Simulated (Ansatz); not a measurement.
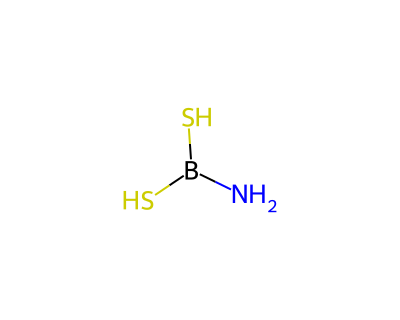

Computed geometry: PBE-D4/def2-SVP optimisation. No frequency run is at hand to confirm it as a minimum. Level of theory: RKS PBE-D4/def2-SVP (Ansatz 0.2.0).

Estimate the dipole moment.

2.52 D.

Estimate the dispersion correction.

−18.4 kJ/mol.
